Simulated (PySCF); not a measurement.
**C₂H₇NOSi: NMR shifts and electronic excitations at several levels of theory**

How much do the NMR shifts and electronic excitations of C₂H₇NOSi (`CO/C=N\[SiH3]`) depend on the level of theory, and what does each level cost?

Computed with PySCF 2.14.0, with density-fitted response routines of our own, on a single molecule in the gas phase. Atoms count from 0, in the outputs and in this text.

### 1 The starting structure

12 atoms, charge 0, multiplicity 1; geometry from: GFN2-xTB. The atoms were then displaced at random by about 0.01 Å, so the start is not that level's minimum.

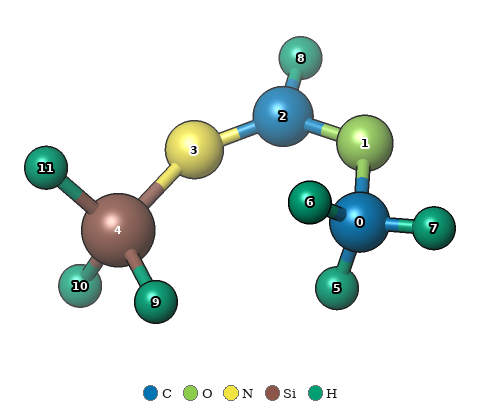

The starting geometry (carbon blue, oxygen green, nitrogen yellow, silicon brown, hydrogen teal), atoms numbered.

### 2 Optimising the geometry at PBE0-D3(BJ)/def2-SVP

Job settings and geometry (Å):

```
{"job": {"xc": "PBE0", "basis": "def2-SVP", "d3": "d3bj", "grid": 1, "shake": 0.01, "kind": "geom"}, "charge": 0, "multiplicity": 1}
C     -1.375210    -0.838240     0.510710
O     -1.662890     0.552010     0.276020
C     -0.678110     1.345550    -0.137420
N      0.571760     1.113590    -0.368420
Si     1.777420    -0.065050    -0.429240
H     -0.648060    -0.933910     1.286900
H     -1.033820    -1.300690    -0.406120
H     -2.324790    -1.246210     0.817180
H     -1.056230     2.365850    -0.229160
H      1.498030    -1.456480    -0.023030
H      2.772980     0.477070     0.506950
H      2.198610    -0.041760    -1.813370
```

Started as:

```bash
$ OMP_NUM_THREADS=1 python probes_run.py task.json out
```

One launch serves the whole session: the jobs run in the order shown.

What it wrote:

```text
step   0  E = -499.26545847  max force = 0.072525
step   1  E = -499.27307959  max force = 0.009549
step   2  E = -499.27305024  max force = 0.008068
step   3  E = -499.27377813  max force = 0.003886
step   4  E = -499.27390229  max force = 0.002652
step   5  E = -499.27397784  max force = 0.002316
step   6  E = -499.27407130  max force = 0.001494
step   7  E = -499.27408298  max force = 0.000936
step   8  E = -499.27408500  max force = 0.000148
optimisation converged
```

Wall time 35 s (1 thread of Arm Neoverse V1, shared host); peak memory 0.45 GiB.

The steps of the relaxation:

| step | energy from step 0 (eV) | largest force component (eV/Å) |
| --- | --- | --- |
| 0 | 0.0000 | 3.7294 |
| 1 | -0.2074 | 0.4910 |
| 2 | -0.2066 | 0.4149 |
| 3 | -0.2264 | 0.1998 |
| 4 | -0.2298 | 0.1364 |
| 5 | -0.2318 | 0.1191 |
| 6 | -0.2344 | 0.0768 |
| 7 | -0.2347 | 0.0481 |
| 8 | -0.2347 | 0.0076 |

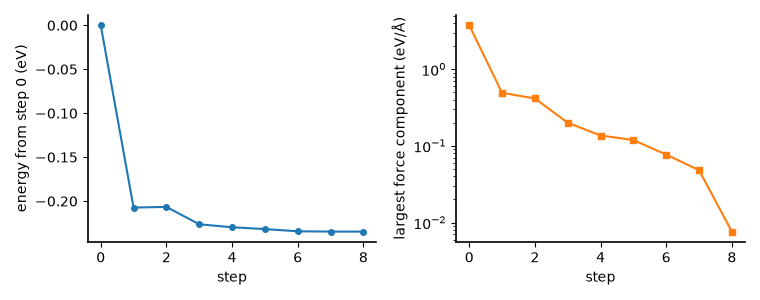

Energy and force, step by step.

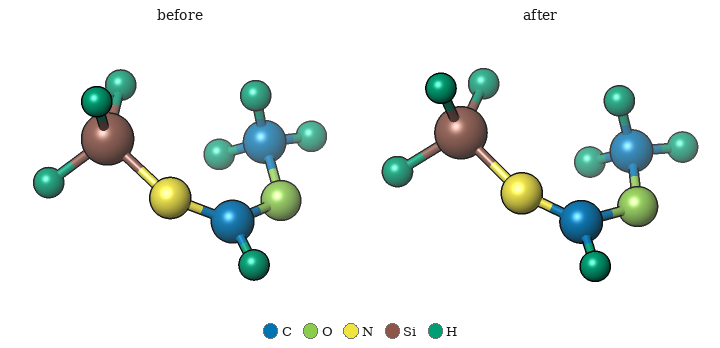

Before and after, at one scale.

Close pairs (by a distance rule), those that changed most:

| bond | before (Å) | after (Å) | change (Å) |
| --- | --- | --- | --- |
| Si4–H11 | 1.447 | 1.493 | +0.046 |
| C2–N3 | 1.292 | 1.250 | -0.042 |
| C0–H5 | 1.068 | 1.102 | +0.034 |
| C0–O1 | 1.439 | 1.410 | -0.029 |
| Si4–H9 | 1.476 | 1.504 | +0.027 |
| N3–Si4 | 1.687 | 1.711 | +0.023 |
| Si4–H10 | 1.470 | 1.494 | +0.023 |
| C0–H6 | 1.082 | 1.102 | +0.020 |

The final coordinates are the input of the step that follows.

| at the end point | value |
| --- | --- |
| rotational constants (GHz, main isotopes) | 8.366, 2.391, 1.924 |
| dipole moment (D) | 1.67 |

### 3 NMR shieldings: PBE0/6-31G*

Job settings and geometry (Å):

```
{"job": {"kind": "nmr", "xc": "PBE0", "basis": "6-31G*", "pop": true}, "charge": 0, "multiplicity": 1}
C     -1.508698    -0.552640     0.587105
O     -1.586536     0.829669     0.319198
C     -0.491522     1.432540    -0.160253
N      0.631508     0.944022    -0.410123
Si     1.770901    -0.330077    -0.478600
H     -0.740601    -0.771037     1.346472
H     -1.270706    -1.123686    -0.324785
H     -2.493403    -0.854585     0.963130
H     -0.731364     2.499153    -0.316160
H      1.283235    -1.690103    -0.062002
H      2.916209     0.024470     0.412069
H      2.259544    -0.443552    -1.885056
```

Method: GIAO PBE0/6-31G* NMR shielding, non-relativistic, gas phase.

What it wrote:

```text
coarse grid: 10288 points
cycle   1  E = -499.4717415496  dE =  4.974e-01  |g| = 5.722e-01  |ddm| = 3.118e+00
cycle   2  E = -499.3995182027  dE =  7.222e-02  |g| = 8.243e-01  |ddm| = 1.071e+00
cycle   3  E = -499.5370778388  dE = -1.376e-01  |g| = 8.024e-02  |ddm| = 6.690e-01
cycle   4  E = -499.5378789627  dE = -8.011e-04  |g| = 5.781e-02  |ddm| = 1.095e-01
cycle   5  E = -499.5385672051  dE = -6.882e-04  |g| = 7.923e-03  |ddm| = 4.882e-02
cycle   6  E = -499.5385796861  dE = -1.248e-05  |g| = 2.712e-03  |ddm| = 9.438e-03
cycle   7  E = -499.5385816341  dE = -1.948e-06  |g| = 3.648e-04  |ddm| = 2.964e-03
final grid: 94152 points
cycle   8  E = -499.4881766927  dE = -1.244e-05  |g| = 9.845e-03  |ddm| = 1.943e-02
cycle   9  E = -499.4881437340  dE =  3.296e-05  |g| = 1.633e-02  |ddm| = 1.850e-02
cycle  10  E = -499.4881957038  dE = -5.197e-05  |g| = 2.256e-03  |ddm| = 1.271e-02
cycle  11  E = -499.4881969503  dE = -1.247e-06  |g| = 2.563e-04  |ddm| = 2.076e-03
cycle  12  E = -499.4881969619  dE = -1.155e-08  |g| = 1.057e-04  |ddm| = 2.541e-04
cycle  13  E = -499.4881969642  dE = -2.345e-09  |g| = 1.750e-05  |ddm| = 1.012e-04
cycle  14  E = -499.4881969643  dE = -6.344e-11  |g| = 2.187e-06  |ddm| = 1.793e-05
converged SCF energy = -499.4881969643

GIAO shielding tensors (ppm)
atom      isotropic    diamagn.    paramagn.     s11        s22        s33       span
  0 C      142.875     249.795    -106.920    118.813    132.145    177.668     58.855
  1 O      164.031     393.736    -229.705      2.681    239.755    249.657    246.976
  2 C       53.711     251.467    -197.756    -33.176     88.664    105.644    138.820
  3 N       61.636     325.034    -263.398   -103.706      5.088    283.525    387.231
  4 Si     460.151     881.965    -421.815    425.485    447.394    507.573     82.088
  5 H       28.565      31.365      -2.799     25.828     26.879     32.990      7.162
  6 H       28.576      31.345      -2.769     25.858     26.839     33.030      7.172
  7 H       28.428      29.689      -1.261     24.765     27.492     33.028      8.263
  8 H       24.675      26.672      -1.996     19.982     25.114     28.930      8.948
  9 H       26.538      30.886      -4.348     22.847     26.533     30.234      7.386
 10 H       26.663      29.082      -2.419     23.841     25.119     31.030      7.189
 11 H       26.653      29.040      -2.387     23.782     25.149     31.027      7.245
```

Wall time 6.9 s (1 thread of Arm Neoverse V1, shared host); peak memory 0.5 GiB.

The references, computed at this level on geometries of the same kind, shield at (ppm): ¹H TMS 31.96, ¹³C TMS 194.1, ²⁹Si TMS 418.1, ¹⁵N NH3 259.4, ¹⁷O H2O 324.2. Their shielding less the atom's gives the shift. The references are single molecules in the gas phase, so shifts against H2O, NH3, PH3, H3PO4 or CFCl3 are not on the usual liquid scales and can be off by tens of ppm. Atoms listed in one row are averaged.

| atoms | environment | σ (ppm) | δ (ppm) |
| --- | --- | --- | --- |
| C2 | C=N carbon | 53.7 | 140.4 |
| C0 | methyl carbon bonded to O | 142.9 | 51.3 |
| H8 | hydrogen on a C=N carbon | 24.68 | 7.29 |
| H9, H10, H11 | hydrogen on a silicon bonded to N | 26.62 | 5.35 |
| H5, H6, H7 | hydrogen on a methyl carbon bonded to O | 28.52 | 3.44 |
| O1 | ether oxygen | 164.0 | 160.1 |
| N3 | imine nitrogen | 61.6 | 197.7 |
| Si4 | silicon bonded to N, 3 H | 460.2 | -42.1 |

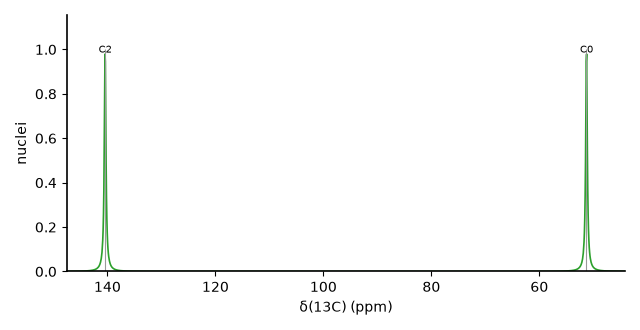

¹³C lines at the computed shifts, without couplings. Lines are broadened to a width of 0.36 ppm (Lorentzian).

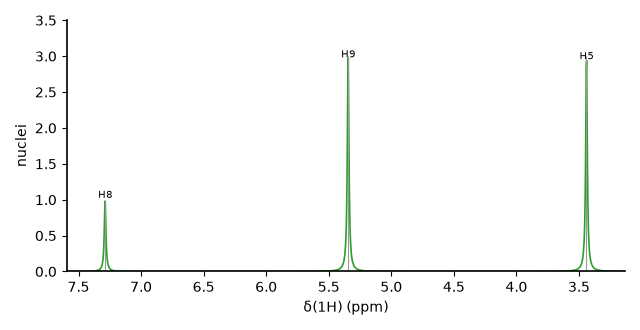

¹H lines at the computed shifts, without couplings. Lines are broadened to a width of 0.02 ppm (Lorentzian).

The run also stored atomic charges by several schemes (e):

| atoms | Mulliken | IAO | Hirshfeld | ESP fit |
| --- | --- | --- | --- | --- |
| C0 | -0.30 | -0.21 | -0.01 | -0.12 |
| O1 | -0.41 | -0.32 | -0.11 | -0.34 |
| C2 | 0.27 | 0.25 | 0.13 | 0.59 |
| N3 | -0.50 | -0.61 | -0.28 | -0.69 |
| Si4 | 0.44 | 0.71 | 0.31 | 0.59 |

ESP fit charges:

| atom | value (e) |
| --- | --- |
| C0 | -0.12 |
| O1 | -0.34 |
| C2 | 0.59 |
| N3 | -0.69 |
| Si4 | 0.59 |
| H5 | 0.12 |
| H6 | 0.12 |
| H7 | 0.11 |
| H8 | 0.00 |
| H9 | -0.16 |
| H10 | -0.11 |
| H11 | -0.11 |

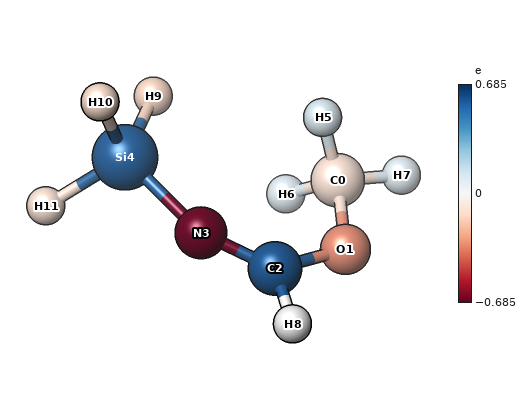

ESP fit charges, as colours on the atoms.

Mayer bond orders: C0–O1 0.88, O1–C2 1.10, C2–N3 1.80, N3–Si4 1.04.

### 4 Nuclear shieldings: PBE0/6-311+G(2d,p)

Settings changed since step 3:

```diff
@@ -1,2 +1,2 @@
-{"job": {"kind": "nmr", "xc": "PBE0", "basis": "6-31G*", "pop": true}, "charge": 0, "multiplicity": 1}
+{"job": {"kind": "nmr", "xc": "PBE0", "basis": "6-311+G(2d,p)", "pop": true}, "charge": 0, "multiplicity": 1}
 C     -1.508698    -0.552640     0.587105
```

Level: GIAO PBE0/6-311+G(2d,p) NMR shielding, non-relativistic, gas phase.

What it wrote:

```text
coarse grid: 10288 points
cycle   1  E = -499.5155143246  dE =  4.877e-01  |g| = 5.991e-01  |ddm| = 2.661e+00
cycle   2  E = -499.4313053972  dE =  8.421e-02  |g| = 8.855e-01  |ddm| = 8.638e-01
cycle   3  E = -499.5813715140  dE = -1.501e-01  |g| = 8.713e-02  |ddm| = 5.532e-01
cycle   4  E = -499.5820617163  dE = -6.902e-04  |g| = 6.637e-02  |ddm| = 9.068e-02
cycle   5  E = -499.5829238063  dE = -8.621e-04  |g| = 1.080e-02  |ddm| = 4.425e-02
cycle   6  E = -499.5829430013  dE = -1.919e-05  |g| = 2.522e-03  |ddm| = 7.083e-03
cycle   7  E = -499.5829446219  dE = -1.621e-06  |g| = 5.805e-04  |ddm| = 2.339e-03
final grid: 94152 points
cycle   8  E = -499.5856491968  dE = -3.805e-05  |g| = 1.109e-02  |ddm| = 3.737e-02
cycle   9  E = -499.5856094982  dE =  3.970e-05  |g| = 1.842e-02  |ddm| = 1.494e-02
cycle  10  E = -499.5856695849  dE = -6.009e-05  |g| = 2.610e-03  |ddm| = 1.060e-02
cycle  11  E = -499.5856711479  dE = -1.563e-06  |g| = 3.823e-04  |ddm| = 1.849e-03
cycle  12  E = -499.5856711690  dE = -2.110e-08  |g| = 1.955e-04  |ddm| = 3.125e-04
cycle  13  E = -499.5856711767  dE = -7.726e-09  |g| = 2.856e-05  |ddm| = 1.281e-04
cycle  14  E = -499.5856711769  dE = -1.671e-10  |g| = 5.538e-06  |ddm| = 2.803e-05
converged SCF energy = -499.5856711769

GIAO shielding tensors (ppm)
atom      isotropic    diamagn.    paramagn.     s11        s22        s33       span
  0 C      133.634     250.054    -116.419    107.859    120.753    172.290     64.431
  1 O      139.786     375.367    -235.581    -30.431    222.396    227.391    257.822
  2 C       34.534     256.510    -221.975    -59.654     71.442     91.815    151.469
  3 N       39.499     314.895    -275.396   -126.710    -25.623    270.829    397.539
  4 Si     415.613     876.069    -460.456    376.201    397.832    472.806     96.606
  5 H       28.038      31.684      -3.646     25.382     26.267     32.464      7.083
  6 H       28.046      31.664      -3.618     25.403     26.239     32.495      7.092
  7 H       27.987      30.686      -2.699     24.554     26.965     32.441      7.887
  8 H       23.855      29.840      -5.986     18.988     24.569     28.007      9.019
  9 H       25.780      28.604      -2.824     22.108     25.591     29.641      7.534
 10 H       26.059      27.628      -1.569     23.429     24.590     30.158      6.729
 11 H       26.056      27.620      -1.564     23.363     24.631     30.174      6.811
```

It took 16 s on 1 thread of Arm Neoverse V1, shared host; peak memory 0.88 GiB.

In short: δ C2 151.9, C0 52.8, O1 186.8, N3 222.4, H8 7.66, H9 5.55 ppm (means over like atoms).

### 5 Nuclear shieldings: PBE0/def2-SVP

Settings changed since step 4:

```diff
@@ -1,2 +1,2 @@
-{"job": {"kind": "nmr", "xc": "PBE0", "basis": "6-311+G(2d,p)", "pop": true}, "charge": 0, "multiplicity": 1}
+{"job": {"kind": "nmr", "xc": "PBE0", "basis": "def2-SVP", "pop": true}, "charge": 0, "multiplicity": 1}
 C     -1.508698    -0.552640     0.587105
```

Level: GIAO PBE0/def2-SVP NMR shielding, non-relativistic, gas phase.

What it wrote:

```text
coarse grid: 10288 points
cycle   1  E = -499.1331399446  dE =  4.665e-01  |g| = 5.689e-01  |ddm| = 3.360e+00
cycle   2  E = -499.0608336820  dE =  7.231e-02  |g| = 8.201e-01  |ddm| = 1.097e+00
cycle   3  E = -499.1966877171  dE = -1.359e-01  |g| = 8.808e-02  |ddm| = 6.900e-01
cycle   4  E = -499.1976820944  dE = -9.944e-04  |g| = 6.186e-02  |ddm| = 1.174e-01
cycle   5  E = -499.1984612328  dE = -7.791e-04  |g| = 7.000e-03  |ddm| = 4.884e-02
cycle   6  E = -499.1984706699  dE = -9.437e-06  |g| = 2.576e-03  |ddm| = 8.885e-03
final grid: 94152 points
cycle   7  E = -499.2661545876  dE = -1.590e-05  |g| = 8.953e-03  |ddm| = 2.252e-02
cycle   8  E = -499.2661233811  dE =  3.121e-05  |g| = 1.551e-02  |ddm| = 1.672e-02
cycle   9  E = -499.2661696322  dE = -4.625e-05  |g| = 1.842e-03  |ddm| = 1.159e-02
cycle  10  E = -499.2661704325  dE = -8.003e-07  |g| = 2.458e-04  |ddm| = 1.670e-03
cycle  11  E = -499.2661704435  dE = -1.097e-08  |g| = 9.943e-05  |ddm| = 2.769e-04
cycle  12  E = -499.2661704456  dE = -2.115e-09  |g| = 2.054e-05  |ddm| = 9.581e-05
cycle  13  E = -499.2661704457  dE = -9.027e-11  |g| = 4.716e-06  |ddm| = 2.242e-05
converged SCF energy = -499.2661704457

GIAO shielding tensors (ppm)
atom      isotropic    diamagn.    paramagn.     s11        s22        s33       span
  0 C      142.993     247.275    -104.282    118.823    131.533    178.622     59.799
  1 O      161.757     396.252    -234.496     -1.398    233.741    252.928    254.327
  2 C       49.497     254.641    -205.143    -39.393     81.846    106.038    145.430
  3 N       53.245     326.169    -272.924   -122.540     -3.508    285.784    408.324
  4 Si     480.618     880.891    -400.273    445.274    469.508    527.073     81.799
  5 H       28.103      32.444      -4.341     25.297     26.309     32.702      7.405
  6 H       28.110      32.418      -4.307     25.321     26.273     32.737      7.416
  7 H       27.859      29.080      -1.221     24.160     26.655     32.764      8.603
  8 H       24.325      28.706      -4.381     19.207     24.977     28.792      9.584
  9 H       26.039      30.947      -4.908     22.374     25.838     29.904      7.530
 10 H       26.228      28.964      -2.736     23.409     24.679     30.597      7.188
 11 H       26.220      28.907      -2.687     23.349     24.708     30.603      7.254
```

Wall time 7.6 s (1 thread of Arm Neoverse V1, shared host); peak memory 0.57 GiB.

This run: δ C2 144.2, C0 50.7, O1 181.3, N3 216.6, H8 7.02, H9 5.18 ppm (means over like atoms).

### 6 Nuclear shieldings: PBE0/def2-TZVP

Settings changed since step 5:

```diff
@@ -1,2 +1,2 @@
-{"job": {"kind": "nmr", "xc": "PBE0", "basis": "def2-SVP", "pop": true}, "charge": 0, "multiplicity": 1}
+{"job": {"kind": "nmr", "xc": "PBE0", "basis": "def2-TZVP", "pop": true}, "charge": 0, "multiplicity": 1}
 C     -1.508698    -0.552640     0.587105
```

With the program's defaults for keys left out, this is: GIAO PBE0/def2-TZVP NMR shielding, non-relativistic, gas phase.

What it wrote:

```text
coarse grid: 10288 points
cycle   1  E = -499.5451637823  dE =  4.824e-01  |g| = 6.018e-01  |ddm| = 2.477e+00
cycle   2  E = -499.4615705345  dE =  8.359e-02  |g| = 8.885e-01  |ddm| = 8.930e-01
cycle   3  E = -499.6120651345  dE = -1.505e-01  |g| = 8.577e-02  |ddm| = 5.758e-01
cycle   4  E = -499.6127174728  dE = -6.523e-04  |g| = 6.716e-02  |ddm| = 8.393e-02
cycle   5  E = -499.6135981652  dE = -8.807e-04  |g| = 1.052e-02  |ddm| = 4.131e-02
cycle   6  E = -499.6136165958  dE = -1.843e-05  |g| = 2.762e-03  |ddm| = 6.798e-03
cycle   7  E = -499.6136185054  dE = -1.910e-06  |g| = 5.921e-04  |ddm| = 2.435e-03
final grid: 94152 points
cycle   8  E = -499.6069088568  dE = -4.415e-05  |g| = 1.059e-02  |ddm| = 5.644e-02
cycle   9  E = -499.6068743043  dE =  3.455e-05  |g| = 1.736e-02  |ddm| = 1.422e-02
cycle  10  E = -499.6069277959  dE = -5.349e-05  |g| = 2.539e-03  |ddm| = 9.491e-03
cycle  11  E = -499.6069292645  dE = -1.469e-06  |g| = 3.612e-04  |ddm| = 1.689e-03
cycle  12  E = -499.6069292845  dE = -1.997e-08  |g| = 1.828e-04  |ddm| = 3.006e-04
cycle  13  E = -499.6069292911  dE = -6.616e-09  |g| = 3.057e-05  |ddm| = 1.292e-04
cycle  14  E = -499.6069292913  dE = -1.937e-10  |g| = 5.407e-06  |ddm| = 2.564e-05
converged SCF energy = -499.6069292913

GIAO shielding tensors (ppm)
atom      isotropic    diamagn.    paramagn.     s11        s22        s33       span
  0 C      132.823     249.578    -116.755    106.839    119.735    171.895     65.056
  1 O      140.436     386.138    -245.702    -31.457    225.361    227.404    258.861
  2 C       33.120     254.733    -221.613    -61.774     69.888     91.246    153.020
  3 N       37.575     319.946    -282.371   -130.927    -27.467    271.119    402.046
  4 Si     403.898     878.863    -474.966    363.261    385.847    462.585     99.324
  5 H       28.092      32.058      -3.966     25.497     26.292     32.489      6.992
  6 H       28.102      32.030      -3.928     25.516     26.269     32.521      7.005
  7 H       27.970      29.564      -1.594     24.557     26.947     32.407      7.849
  8 H       23.929      28.329      -4.400     19.053     24.752     27.982      8.929
  9 H       25.781      30.527      -4.746     22.217     25.550     29.576      7.359
 10 H       26.027      28.946      -2.919     23.479     24.486     30.118      6.639
 11 H       26.023      28.897      -2.874     23.411     24.527     30.130      6.719
```

Wall time 19 s (1 thread of Arm Neoverse V1, shared host); peak memory 0.9 GiB.

This run: δ C2 153.5, C0 53.8, O1 192.1, N3 228.4, H8 7.55, H9 5.54 ppm (means over like atoms).

### 7 NMR shieldings: PBE0/cc-pVDZ

Settings changed since step 6:

```diff
@@ -1,2 +1,2 @@
-{"job": {"kind": "nmr", "xc": "PBE0", "basis": "def2-TZVP", "pop": true}, "charge": 0, "multiplicity": 1}
+{"job": {"kind": "nmr", "xc": "PBE0", "basis": "cc-pVDZ", "pop": true}, "charge": 0, "multiplicity": 1}
 C     -1.508698    -0.552640     0.587105
```

With the program's defaults for keys left out, this is: GIAO PBE0/cc-pVDZ NMR shielding, non-relativistic, gas phase.

What it wrote:

```text
coarse grid: 10288 points
cycle   1  E = -499.4394632620  dE =  5.371e-01  |g| = 5.727e-01  |ddm| = 6.080e+00
cycle   2  E = -499.3658434150  dE =  7.362e-02  |g| = 8.280e-01  |ddm| = 1.741e+00
cycle   3  E = -499.5039224249  dE = -1.381e-01  |g| = 8.481e-02  |ddm| = 1.038e+00
cycle   4  E = -499.5048233816  dE = -9.010e-04  |g| = 6.072e-02  |ddm| = 1.674e-01
cycle   5  E = -499.5055750923  dE = -7.517e-04  |g| = 7.304e-03  |ddm| = 7.005e-02
cycle   6  E = -499.5055855289  dE = -1.044e-05  |g| = 2.613e-03  |ddm| = 1.719e-02
cycle   7  E = -499.5055873831  dE = -1.854e-06  |g| = 4.314e-04  |ddm| = 5.131e-03
final grid: 94152 points
cycle   8  E = -499.5167610723  dE = -1.325e-05  |g| = 9.717e-03  |ddm| = 4.779e-02
cycle   9  E = -499.5167294736  dE =  3.160e-05  |g| = 1.604e-02  |ddm| = 3.121e-02
cycle  10  E = -499.5167795261  dE = -5.005e-05  |g| = 2.338e-03  |ddm| = 1.899e-02
cycle  11  E = -499.5167808396  dE = -1.313e-06  |g| = 2.713e-04  |ddm| = 3.511e-03
cycle  12  E = -499.5167808534  dE = -1.381e-08  |g| = 1.064e-04  |ddm| = 5.077e-04
cycle  13  E = -499.5167808557  dE = -2.376e-09  |g| = 1.903e-05  |ddm| = 1.674e-04
cycle  14  E = -499.5167808558  dE = -8.458e-11  |g| = 3.100e-06  |ddm| = 4.229e-05
converged SCF energy = -499.5167808558

GIAO shielding tensors (ppm)
atom      isotropic    diamagn.    paramagn.     s11        s22        s33       span
  0 C      145.372     248.708    -103.337    121.311    133.423    181.381     60.069
  1 O      157.649     392.892    -235.243     -5.971    235.061    243.858    249.828
  2 C       51.652     257.144    -205.491    -38.468     85.271    108.154    146.622
  3 N       55.041     321.978    -266.937   -117.758     -0.798    283.679    401.436
  4 Si     482.712     882.916    -400.204    450.191    470.291    527.653     77.461
  5 H       27.951      32.613      -4.662     25.181     26.158     32.514      7.333
  6 H       27.961      32.585      -4.624     25.204     26.127     32.551      7.348
  7 H       27.782      29.232      -1.451     24.162     26.665     32.518      8.355
  8 H       23.954      28.275      -4.321     18.857     24.579     28.425      9.568
  9 H       25.972      31.295      -5.323     22.138     25.718     30.059      7.921
 10 H       26.187      29.348      -3.161     23.262     24.603     30.697      7.435
 11 H       26.178      29.294      -3.117     23.204     24.623     30.706      7.502
```

Wall time 8.3 s (1 thread of Arm Neoverse V1, shared host); peak memory 0.61 GiB.

This run: δ C2 145.1, C0 51.4, O1 185.7, N3 218.1, H8 7.34, H9 5.18 ppm (means over like atoms).

(Part 1 of 2 ends here.)
